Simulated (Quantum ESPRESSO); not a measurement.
## MnS (Alabandite): magnetism against volume

How does volume change the magnetic state of MnS (Alabandite)?

Calculated with Quantum ESPRESSO 7.5; PBE with U = 4 eV on Mn d (ortho-atomic projectors); plane waves with GBRV 1.5 PBE potentials, no spin-orbit coupling.

### 1. Set-up

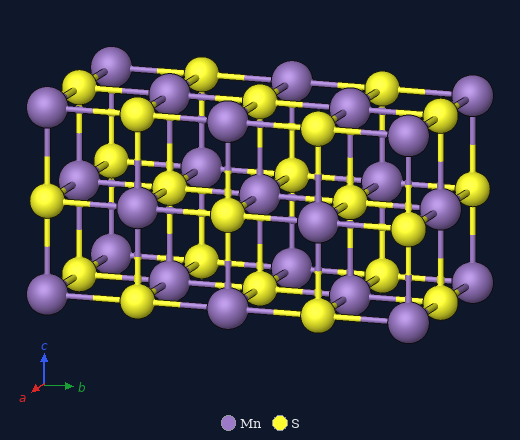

The cell as given, slightly off an axis (manganese light purple, sulfur yellow). 1×2×1 cells are drawn. This picture shows the conventional cell, with its axes. Some periodic images of atoms are drawn too.

Coordinates:

```cif
data_structure
_symmetry_space_group_name_H-M 'Fm-3m'
_symmetry_Int_Tables_number 225
_cell_length_a 5.2236
_cell_length_b 5.2236
_cell_length_c 5.2236
_cell_angle_alpha 90.000
_cell_angle_beta 90.000
_cell_angle_gamma 90.000
_cell_volume 142.53
loop_
_atom_site_label
_atom_site_type_symbol
_atom_site_symmetry_multiplicity
_atom_site_Wyckoff_symbol
_atom_site_fract_x
_atom_site_fract_y
_atom_site_fract_z
_atom_site_occupancy
Mn1 Mn 4 a 0.00000 0.00000 0.00000 1
S1 S 4 b 0.50000 0.00000 0.00000 1
```

The cell comes from the Crystallography Open Database.

### 2. Volume 0.92, ferro +

All lengths scale alike; the factor is that of the volume. Atoms keep their fractional places. Seeded atoms are those given a starting moment.

Contents of pw.in:

```
&CONTROL
  calculation = 'scf'
  prefix = 'pwscf'
  outdir = './tmp'
  pseudo_dir = './pseudo'
  disk_io = 'nowf'
  tprnfor = .true.
  tstress = .true.
/
&SYSTEM
  ibrav = 0
  celldm(1) = 8
  nat = 2
  ntyp = 2
  ecutwfc = 40
  ecutrho = 280
  nbnd = 19
  occupations = 'smearing'
  smearing = 'fd'
  degauss = 0.00367493
  nspin = 2
  starting_magnetization(1) = 0.3
  starting_magnetization(2) = 0
/
&ELECTRONS
  conv_thr = 4d-09
  electron_maxstep = 150
  mixing_beta = 0.3
/
ATOMIC_SPECIES
Mn     54.9380 mn_pbe_v1.5.uspp.F.UPF
S      32.0600 s_pbe_v1.4.uspp.F.UPF
CELL_PARAMETERS alat
   0.0000000000000    0.6000370584708    0.6000370584708
   0.6000370584708    0.0000000000000    0.6000370584708
   0.6000370584708    0.6000370584708    0.0000000000000
ATOMIC_POSITIONS crystal
Mn      0.0000000000    0.0000000000    0.0000000000
S       0.5000000000    0.5000000000    0.5000000000
K_POINTS automatic
8 8 8 0 0 0
HUBBARD {ortho-atomic}
U Mn-3d 4.0000
```

Run with:

```
$ OMP_NUM_THREADS=1 mpirun -n 2 pw.x -nk 2 -in pw.in > pw.out
```

Then come: volume 0.92, antiferro q=(0,1/2,1/2) +-; volume 0.92, no spin polarisation; volume 1.08, ferro +; A faulty input; the series.

**Question.** What will these runs give for the moment, parallel start?

The moment of the parallel start goes from 4.44 μB at 0.92 to 4.57 μB at 1.08. The net moment of the cell goes from 5 to 5 μB. The radius of the spheres follows the nearest distance, so part of the change of the site moments is the spheres'. The largest moment of the start antiferro q=(0,1/2,1/2) +- lies between 4.41 and 4.56 μB.

* moment, parallel start: 4.44 to 4.57 μB
* states met from these starts: antiferromagnetic and ferromagnetic

The start antiferro q=(0,1/2,1/2) +- lies under the parallel one at every finished point, by 11.7 to 35.2 meV a seeded atom.

[Logs and program files are shortened in this print: banners, set-up blocks, solver, clock and traceback lines can be left out without a mark of their own.]

[Logs are printed without paths, hosts, clocks, repeated set-up lines and the standing remarks that a program may print on its own settings, such as how far it seeks lower states.]

[Hosts, paths, dates, database ids (printed as entryN), source tags and the programs' standing remarks are cut or masked in the printed files.]

[Where a cell is said to come from a database of computed structures, the database is the Materials Project.]
